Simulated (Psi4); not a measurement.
**singlet CH2GeN− at 6 levels**

We compute a comparison of 6 runs (HF/STO-3G, HF/3-21G, B2PLYP/def2-SVPD, TPSSh/def2-SVPD, wB97X-V/def2-SVPD, MP3/def2-SVPD) of singlet CH2GeN−. 

The calculation is run with Psi4 1.11.

1 further run of the same task is left out (set aside as unsound or not needed).

## Step 1: The molecule

The species is CH2GeN− (5 atoms), meant as a singlet with charge -1. SMILES of the parent species: `N#[C][GeH2]`. The coordinates come from a PBE0-D4/def2-TZVP relaxation. That shape belongs to the parent species and isn't relaxed for this state.

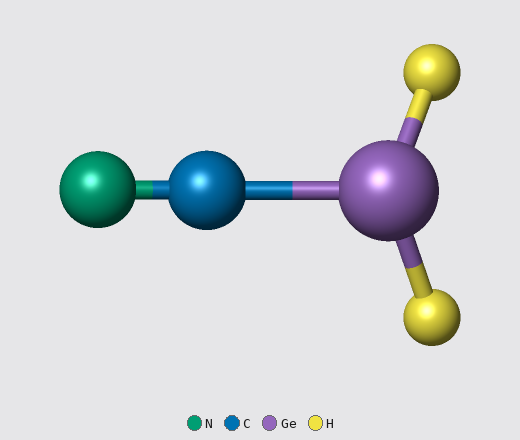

Viewed from a chosen angle; nitrogen teal, carbon blue, germanium purple, hydrogen yellow.

## Step 2: Energy and gradient at HF/STO-3G (run 1)

File ch2gen.inp:

```
memory 2200 MB

molecule m {
  -1 1
  N      1.590700    -1.029300     1.293200
  C      0.838400    -0.535900     0.570400
  Ge    -0.315900     0.241400    -0.740100
  H     -1.658900    -0.498000    -0.695900
  H     -0.404300     1.748400    -0.468900
  symmetry c1
}

set {
  basis         STO-3G
  puream        true
  e_convergence 1e-09
  d_convergence 1e-08
  scf_type      pk
}

e_tot, wfn = gradient("hf", return_wfn=True)
oeprop(wfn, "DIPOLE", "LOWDIN_CHARGES", "MAYER_INDICES")
```

Started as:

```console
$ psi4 ch2gen.inp ch2gen.out -n 1
```

ch2gen.out:

```text
[...]
  Running in c1 symmetry.
[...]
  Nuclear repulsion =  137.584871191227109
[...]
  Multiplicity = 1
[...]
  Nalpha       = 24
  Nbeta        = 24
[...]
    Number of basis functions: 30
[...]
   @RHF iter   1: -2143.43552570778911   -3.64593e+00   2.46872e-02 ADIIS/DIIS
[...]
   @RHF iter  12: -2143.88955783520305   -1.36424e-12   4.78974e-09 DIIS
[...]
    Orbital Energies [Eh]
    ---------------------
    Doubly Occupied:
       1A   -400.168617     2A    -50.017831     3A    -45.081537
       4A    -45.081013     5A    -45.080647     6A    -15.034743
       7A    -10.738087     8A     -6.110916     9A     -4.154713
      10A     -4.153015    11A     -4.145485    12A     -0.899435
      13A     -0.431816    14A     -0.315275    15A     -0.298728
      16A     -0.287789    17A     -0.286628    18A     -0.278159
      19A     -0.257516    20A     -0.188135    21A     -0.177027
      22A     -0.163906    23A     -0.135458    24A      0.110264
[...]
  @RHF Final Energy: -2143.88955783520305
   => Energetics <=
    Nuclear Repulsion Energy =            137.5848711912271085
    One-Electron Energy =               -3296.1964341208076803
    Two-Electron Energy =                1014.7220050943776641
    Total Energy =                      -2143.8895578352030498
[...]
  -Total Gradient:
     Atom            X                  Y                   Z
    ------   -----------------  -----------------  -----------------
       1       -0.014684446225     0.008884836114    -0.006748764533
       2        0.046838466992    -0.026866696884     0.006907632149
       3       -0.019275664989     0.005926160097     0.047891306816
       4       -0.025935288673    -0.028888457771    -0.027550381131
       5        0.013056932864     0.040944158464    -0.020499793366
[...]
 Multipole Moments:
 ------------------------------------------------------------------------------------
     Multipole            Electronic (a.u.)      Nuclear  (a.u.)        Total (a.u.)
 ------------------------------------------------------------------------------------
 L = 1.  Multiply by 2.5417464519 to convert [e a0] to [Debye]
 Dipole X            :         -2.3328322            1.5306108           -0.8022214
 Dipole Y            :          1.6792131           -1.2157286            0.4634846
 Dipole Z            :         -3.7168675            3.5658863           -0.1509812
 Magnitude           :                                                    0.9387078
[...]
```

Run time: 5.7 s. Hardware: 1 thread of Intel Xeon at 2.50GHz (Skylake/Cascade Lake), shared host; peak memory 0.19 GiB.

## Step 3: The energy at HF/3-21G (run 2)

File input.dat:

```
memory 2.2 GB

molecule geom {
  -1 1
  N      3.00598735    -1.94509510     2.44379382
  C      1.58434638    -1.01270423     1.07789978
  Ge    -0.59696448     0.45617989    -1.39858630
  H     -3.13486667    -0.94108361    -1.31506041
  H     -0.76401627     3.30399716    -0.88609258
  units bohr
  symmetry c1
}

set globals {
  basis 3-21G
  puream true
  e_convergence 1e-09
  d_convergence 1e-08
  scf_type pk
}

E, wfn = energy("hf", return_wfn=True)
oeprop(wfn, "DIPOLE", "WIBERG_LOWDIN_INDICES", "MAYER_INDICES")
```

Started as:

```console
$ psi4 -n 1 input.dat output.dat
```

output.dat:

```text
[...]
  Running in c1 symmetry.
[...]
  Nuclear repulsion =  137.584871333245644
[...]
  Multiplicity = 1
[...]
  Nalpha       = 24
  Nbeta        = 24
[...]
    Number of basis functions: 44
[...]
   @RHF iter   1: -2157.65121761552837   -4.26807e+00   2.07577e-02 DIIS/ADIIS
[...]
   @RHF iter  12: -2158.27982011941685   -1.68257e-11   7.71921e-09 DIIS
[...]
    Orbital Energies [Eh]
    ---------------------
    Doubly Occupied:
       1A   -402.465252     2A    -51.690815     3A    -45.702637
       4A    -45.702156     5A    -45.702126     6A    -15.292843
       7A    -11.005226     8A     -6.910665     9A     -4.866293
      10A     -4.864897    11A     -4.859748    12A     -1.316350
      13A     -1.315377    14A     -1.309701    15A     -1.307667
      16A     -1.306204    17A     -1.037364    18A     -0.555918
      19A     -0.391295    20A     -0.315790    21A     -0.301549
      22A     -0.289158    23A     -0.252879    24A     -0.043721
[...]
  @RHF Final Energy: -2158.27982011941685
   => Energetics <=
    Nuclear Repulsion Energy =            137.5848713332456441
    One-Electron Energy =               -3294.1181232834819639
    Two-Electron Energy =                 998.2534318308194088
    Total Energy =                      -2158.2798201194168541
[...]
 Multipole Moments:
 ------------------------------------------------------------------------------------
     Multipole            Electronic (a.u.)      Nuclear  (a.u.)        Total (a.u.)
 ------------------------------------------------------------------------------------
 L = 1.  Multiply by 2.5417464519 to convert [e a0] to [Debye]
 Dipole X            :         -2.3036851            1.5306108           -0.7730743
 Dipole Y            :          1.6505352           -1.2157286            0.4348066
 Dipole Z            :         -3.5944670            3.5658863           -0.0285807
 Magnitude           :                                                    0.8874218
[...]
```

Run time: 5.1 s. Hardware: 1 thread of Intel Xeon at 2.50GHz (Skylake/Cascade Lake), shared host; peak memory 0.2 GiB.

Runs 3 to 5 aren't shown in full; the table further down has their settings and results.

## Step 4: A single-point energy at MP3/def2-SVPD (run 6)

File input.json:

```json
{
 "schema_name": "qcschema_input",
 "schema_version": 1,
 "molecule": {
  "schema_name": "qcschema_molecule",
  "schema_version": 2,
  "symbols": ["N", "C", "Ge", "H", "H"],
  "geometry": [3.00598735, -1.9450951, 2.44379382, 1.58434638, -1.01270423, 1.07789978, -0.59696448, 0.45617989, -1.3985863, -3.13486667, -0.94108361, -1.31506041, -0.76401627, 3.30399716, -0.88609258],
  "molecular_charge": -1,
  "molecular_multiplicity": 1,
  "fix_symmetry": "c1",
  "fix_com": true,
  "fix_orientation": true
 },
 "driver": "energy",
 "model": {
  "method": "mp3",
  "basis": "def2-SVPD"
 },
 "keywords": {
  "puream": true,
  "e_convergence": 1e-09,
  "d_convergence": 1e-08,
  "scf_type": "pk",
  "num_frozen_docc": 11,
  "mp_type": "conv"
 }
}
```

Started as:

```console
$ psi4 --qcschema input.json -n 1 --memory 2200MB
```

stdout:

```text
[...]
  Running in c1 symmetry.
[...]
  Nuclear repulsion =  137.584871333245644
[...]
  Multiplicity = 1
[...]
  Nalpha       = 24
  Nbeta        = 24
[...]
    Number of basis functions: 94
[...]
   @RHF iter   1: -2167.18961493378447   -3.50078e+00   2.34741e-02 DIIS/ADIIS
[...]
   @RHF iter  14: -2168.50104801860516   -2.00089e-11   6.43451e-09 DIIS
[...]
    Orbital Energies [Eh]
    ---------------------
    Doubly Occupied:
       1A   -404.978157     2A    -51.904586     3A    -46.005984
       4A    -46.005625     5A    -46.005303     6A    -15.379789
       7A    -11.077195     8A     -6.959468     9A     -4.939139
      10A     -4.937033    11A     -4.934135    12A     -1.415072
      13A     -1.411921    14A     -1.407343    15A     -1.405967
      16A     -1.404600    17A     -1.015639    18A     -0.569174
      19A     -0.403925    20A     -0.335005    21A     -0.312723
      22A     -0.301990    23A     -0.266348    24A     -0.060924
[...]
  @RHF Final Energy: -2168.50104801860516
   => Energetics <=
    Nuclear Repulsion Energy =            137.5848713332456441
    One-Electron Energy =               -3305.2977533902330833
    Two-Electron Energy =                 999.2118340383821078
    Total Energy =                      -2168.5010480186051609
[...]
 Multipole Moments:
 ------------------------------------------------------------------------------------
     Multipole            Electronic (a.u.)      Nuclear  (a.u.)        Total (a.u.)
 ------------------------------------------------------------------------------------
 L = 1.  Multiply by 2.5417464519 to convert [e a0] to [Debye]
 Dipole X            :         -8.5053839            7.5462434           -0.9591405
 Dipole Y            :          3.2495091           -2.7312211            0.5182880
 Dipole Z            :         23.7407543          -23.3819592            0.3587951
 Magnitude           :                                                    1.1477399
[...]
	SCS-MP2 Total Energy (a.u.)        : -2169.01381299728837
	SOS-MP2 Total Energy (a.u.)        : -2169.00249252301455
[...]
	SOS-PI-MP2 Total Energy (a.u.)     : -2169.04106517719993
[...]
	MP2 Total Energy (a.u.)            : -2169.03645394583646
[...]
	SCS-MP3 Total Energy (a.u.)        : -2169.01300217360858
[...]
	MP3 Total Energy (a.u.)            : -2169.03321065111822
[...]
```

The result, in JSON:

```text
{
 "driver": "energy",
 "model": {
  "method": "mp3",
  "basis": "def2-SVPD"
 },
 "success": true,
 "return_result": -2169.033210651118,
 "properties": {
  "calcinfo_nbasis": 94,
  "calcinfo_nmo": 94,
  "calcinfo_nalpha": 24,
  "calcinfo_nbeta": 24,
  "calcinfo_natom": 5,
  "nuclear_repulsion_energy": 137.58487133324564,
  "return_energy": -2169.033210651118,
  "scf_one_electron_energy": -3305.297753390233,
  "scf_two_electron_energy": 999.2118340383821,
  "scf_dipole_moment": [-0.9591405146532859, 0.5182880127625338, 0.3587951407641903],
  "scf_total_energy": -2168.501048018605,
  "scf_iterations": 14,
  "mp2_same_spin_correlation_energy": -0.14967938537813716,
  "mp2_opposite_spin_correlation_energy": -0.3857265418533039,
  "mp2_singles_energy": 0.0,
  "mp2_doubles_energy": -0.5354059272314411,
  "mp2_correlation_energy": -0.5354059272312952,
  "mp2_total_energy": -2169.0364539458365
 }
}
```

It took 21 s on 1 thread of Intel Xeon at 2.50GHz (Skylake/Cascade Lake), shared host; peak memory 0.65 GiB.

## Step 5: Overview of the runs

```
run                                               level      task                properties   energy (Eh)  HOMO energy (eV)  LUMO energy (eV)  HOMO–LUMO gap (eV)  wall time
  1                                           HF/STO-3G  gradient   (dipole, lowdin, mayer)  -2143.889558              3.00             16.53               13.53      5.7 s
  2                                            HF/3-21G    energy   (dipole, wiberg, mayer)  -2158.279820             -1.19              9.73               10.92      5.1 s
  3  B2PLYP/def2-SVPD (density fitting for correlation)    energy                         –  -2170.272376             -0.45              5.07                5.51       21 s
  4                                     TPSSh/def2-SVPD  gradient  (lowdin, wiberg, dipole)  -2170.710441              0.68              4.31                3.63       80 s
  5                                   wB97X-V/def2-SVPD    energy                         –  -2170.513283             -1.82              5.87                7.69    2.2 min
  6                                       MP3/def2-SVPD    energy                         –  -2169.033211             -1.66              6.16                7.81       21 s
```

## Step 6: What came out

| quantity | value |
| --- | --- |
| run 6: total energy | -2169.03321 Eh |
| run 6: HOMO energy (Hartree–Fock orbitals) | -1.66 eV |
| run 6: LUMO energy (Hartree–Fock orbitals) | 6.16 eV |
| run 6: HOMO–LUMO gap (to an unbound level, set by the basis) | 7.81 eV |
| run 6: correlation energy (11 core orbitals frozen) | -532.2 mEh |

In words: Over runs 1, 2, 3, 4, 5 the HOMO–LUMO gap runs from 3.63 eV (TPSSh/def2-SVPD) to 13.53 eV (HF/STO-3G). The two ends differ in method and basis. The empty levels of an anion lie above zero and hang on the basis. Totals of different functionals can't be ranked against each other. In runs 1, 4 the HOMO lies above zero, so the outermost electron may be held by the basis alone. In run 1 the basis is minimal, so the values are rough. All runs together took 4.4 min, the longest 2.2 min.
